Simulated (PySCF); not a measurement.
# One shape, several levels: RuO4 (SMILES [O]=[Ru](=[O])(=[O])=[O])

Aim: a comparison of 6 runs (HF/STO-3G, PBE0/def2-SVP, TPSSh/def2-SVP, B2PLYP/def2-SVPD, r2SCAN/def2-TZVP, CCSD/def2-SVPD) of RuO4. Input form: a Python script.

Program for the calculation: PySCF 2.14.0.

### Step 1. The structure to begin with

The species is RuO4 (5 atoms), meant as a singlet with charge 0. SMILES: `[O]=[Ru](=[O])(=[O])=[O]`. Geometry: relaxed at PBE0-D4/def2-TZVP.

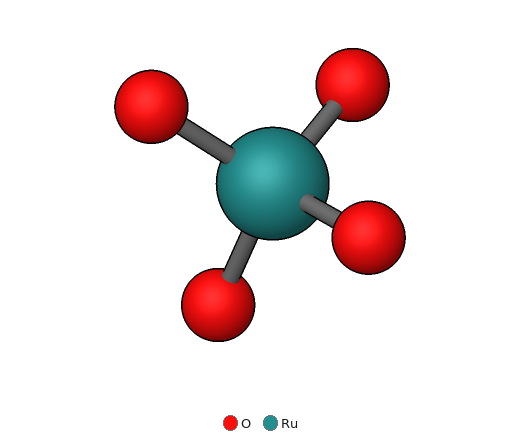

The structure, seen from a chosen angle (oxygen red, ruthenium teal).

### Step 2. Energy and forces at HF/STO-3G (run 1)

run.py reads:

```python
from pyscf import gto

mol = gto.Mole()
mol.atom = '''
O       -0.839900      -0.286700       1.406400
Ru       0.000000       0.000000       0.000000
O        1.399200      -0.898800      -0.003100
O       -0.938400      -0.430700      -1.303700
O        0.379100       1.616200      -0.099600
'''
mol.basis = 'sto-3g'
mol.verbose = 3
mol.charge = 0
mol.max_memory = 1860
mol.build()

myscf = mol.RHF()
myscf.conv_tol = 1e-10
myscf.kernel()
if not myscf.converged:
    myscf = myscf.newton().run(myscf.mo_coeff, myscf.mo_occ)

e_tot = myscf.e_tot
print('E = %.10f Eh' % e_tot)
grad = myscf.nuc_grad_method().kernel()
dip = myscf.dip_moment()
pop, q = myscf.mulliken_pop()
```

Run with:

```sh
$ OMP_NUM_THREADS=1 python run.py
```

The program printed:

```text
converged SCF energy = -4692.90509663655
[... 9 lines left out ...]
Dipole moment(X, Y, Z, Debye):  0.00003, -0.00010,  0.00012
[... 53 lines left out ...]
charge of    4O =     -0.28363
```

It took 12 s on 1 thread of Intel Xeon at 2.50GHz (Skylake/Cascade Lake), shared host; peak memory 0.12 GiB.

### Step 3. Energy and forces at PBE0/def2-SVP (core potential) (run 2)

input.py reads:

```python
from pyscf import gto, dft

mol = gto.M(
    atom='''
O       -0.839900      -0.286700       1.406400
Ru       0.000000       0.000000       0.000000
O        1.399200      -0.898800      -0.003100
O       -0.938400      -0.430700      -1.303700
O        0.379100       1.616200      -0.099600
''',
    verbose=4,
    basis='def2-svp',
    max_memory=1860,
    ecp={'Ru': 'def2-svp'},
    spin=0,
)

myscf = dft.RKS(mol)
myscf.xc = 'pbe0'
myscf.grids.level = 5
myscf.conv_tol = 1e-10
myscf.kernel()
if not myscf.converged:
    myscf = myscf.newton().run(myscf.mo_coeff, myscf.mo_occ)

e_tot = myscf.e_tot
print('E(%s) = %.9f' % ('PBE0', e_tot))
grad = myscf.nuc_grad_method().kernel()
myscf.analyze()
```

Run with:

```sh
$ OMP_NUM_THREADS=1 python input.py
```

The program printed:

```text
PySCF version 2.14.0

[... 103 lines left out ...]
MO #7   energy= -2.16856796900566  occ= 2
[... 15 lines left out ...]
MO #23  energy= -0.385499882748203 occ= 2
[... 15 lines left out ...]
MO #39  energy= 0.452760475372117  occ= 0
[... 15 lines left out ...]
MO #55  energy= 1.30170873015021   occ= 0
[... 15 lines left out ...]
MO #71  energy= 2.53866330808949   occ= 0
[... 15 lines left out ...]
MO #87  energy= 45.3029434735397   occ= 0
[... 95 lines left out ...]
Dipole moment(X, Y, Z, Debye):  0.00003, -0.00012,  0.00015
```

Wall time 1.7 min (1 thread of Intel Xeon at 2.50GHz (Skylake/Cascade Lake), shared host); peak memory 0.85 GiB.

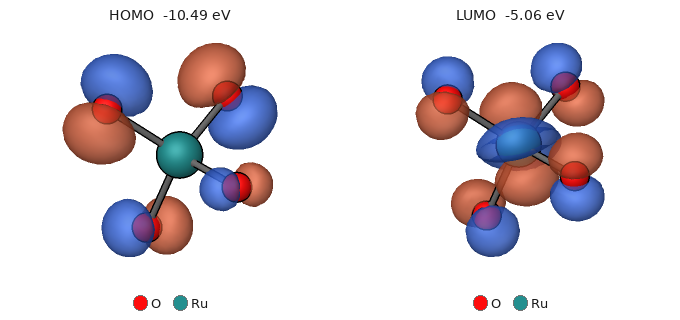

Frontier orbitals of this run, surfaces at ±0.2 Å^-3/2.

### Step 4. Energy and forces at TPSSh/def2-SVP (core potential) (run 3)

input.py reads:

```python
from pyscf import gto, dft

mol = gto.M(
    atom='''
O     -0.839900    -0.286700     1.406400
Ru     0.000000     0.000000     0.000000
O      1.399200    -0.898800    -0.003100
O     -0.938400    -0.430700    -1.303700
O      0.379100     1.616200    -0.099600
''',
    ecp={'Ru': 'def2-svp'},
    verbose=3,
    max_memory=1860,
    basis='def2-svp',
    charge=0,
)

mf = dft.RKS(mol)
mf.xc = 'tpssh'
mf.grids.level = 5
mf.conv_tol = 1e-10
mf.kernel()
if not mf.converged:
    mf = mf.newton().run(mf.mo_coeff, mf.mo_occ)

etot = mf.e_tot
print('Final energy', etot)
grad = mf.nuc_grad_method().kernel()
mf.analyze()
```

Run with:

```sh
$ OMP_NUM_THREADS=1 python input.py
```

The program printed:

```text
converged SCF energy = -395.467414253128
[... 21 lines left out ...]
MO #12  energy= -0.96907297460727  occ= 2
[... 14 lines left out ...]
MO #27  energy= -0.108105818970795 occ= 0
[... 14 lines left out ...]
MO #42  energy= 0.46365261774098   occ= 0
[... 14 lines left out ...]
MO #57  energy= 1.3725194916227    occ= 0
[... 14 lines left out ...]
MO #72  energy= 2.61693460506804   occ= 0
[... 14 lines left out ...]
MO #87  energy= 45.3115452175395   occ= 0
[... 6 lines left out ...]
Dipole moment(X, Y, Z, Debye):  0.00003, -0.00010,  0.00013
```

It took 82 s on 1 thread of Intel Xeon at 2.50GHz (Skylake/Cascade Lake), shared host; peak memory 0.85 GiB.

Runs 4 to 5 aren't shown in full; the table further down has their settings and results.

### Step 5. The energy at CCSD/def2-SVPD (core potential) (run 6)

input.py reads:

```python
from pyscf import gto, scf, cc

mol = gto.M(
    atom='''
O       -0.839900      -0.286700       1.406400
Ru       0.000000       0.000000       0.000000
O        1.399200      -0.898800      -0.003100
O       -0.938400      -0.430700      -1.303700
O        0.379100       1.616200      -0.099600
''',
    verbose=3,
    basis='def2-svpd',
    max_memory=1860,
    ecp={'Ru': 'def2-svp'},
    spin=0,
    charge=0,
)

mf = scf.RHF(mol)
mf.conv_tol = 1e-10
mf.kernel()
if not mf.converged:
    mf = mf.newton().run(mf.mo_coeff, mf.mo_occ)

mycc = cc.CCSD(mf, frozen=4)
mycc.kernel()
e_tot = mycc.e_tot
print('Final energy', e_tot)
dip = mf.dip_moment()
pop, q = mf.mulliken_pop()
```

Run with:

```sh
$ OMP_NUM_THREADS=1 python input.py
```

The program printed:

```text
converged SCF energy = -392.946920876689
[... 1 line left out ...]
Final energy -394.3044328714671
Dipole moment(X, Y, Z, Debye):  0.00006, -0.00019,  0.00023
[... 132 lines left out ...]
charge of    4O =     -0.91632
```

Wall time 6.6 min (1 thread of Intel Xeon at 2.50GHz (Skylake/Cascade Lake), shared host); peak memory 1.7 GiB.

### Step 6. All runs side by side

| run | level | core potential | integration grid | energy (Eh) | dipole moment (D) of the reference | HOMO energy (eV) | LUMO energy (eV) | wall time |
| --- | --- | --- | --- | --- | --- | --- | --- | --- |
| 1 | HF/STO-3G | – | – | -4692.905097 | 0.00 | -9.74 | 1.64 | 12 s |
| 2 | PBE0/def2-SVP (core potential) | def2-svp | 5 | -395.123842 | 0.00 | -10.49 | -5.06 | 1.7 min |
| 3 | TPSSh/def2-SVP (core potential) | def2-svp | 5 | -395.467414 | 0.00 | -9.60 | -5.30 | 82 s |
| 4 | B2PLYP/def2-SVPD (core potential) | def2-svp | 5 | -395.172673 | 0.00 | -12.08 | -4.41 | 1.7 min |
| 5 | r2SCAN/def2-TZVP (core potential) | def2-svp | 5 | -395.830815 | 0.00 | -9.28 | -5.62 | 4.5 min |
| 6 | CCSD/def2-SVPD (core potential) | def2-svp | – | -394.304433 | 0.00 | -14.60 | -2.70 | 6.6 min |

### Step 7. Summary of results

| quantity | value |
| --- | --- |
| run 6: total energy | -394.30443 Eh |
| run 6: dipole moment (Hartree–Fock density) | 0.00 D |
| run 6: HOMO energy (Hartree–Fock orbitals) | -14.60 eV |
| run 6: LUMO energy (Hartree–Fock orbitals) | -2.70 eV |
| run 6: HOMO–LUMO gap (Hartree–Fock orbitals) | 11.90 eV |
| run 6: correlation energy (4 core orbitals frozen) | -1357.5 mEh |
| run 6: T1 diagnostic | 0.027 |

Over runs 1, 2, 3, 4, 5 the HOMO–LUMO gap runs from 3.66 eV (r2SCAN/def2-TZVP) to 11.37 eV (HF/STO-3G). The two ends differ in method and basis and core potential. Totals of different functionals can't be ranked against each other. Some runs of one species differ in core potentials or relativity; totals across that change don't compare. In run 1 the basis is minimal, so the values are rough. In run 1 relativity is left out where basis or elements ask for it. All runs together took 16 min, the longest 6.6 min.
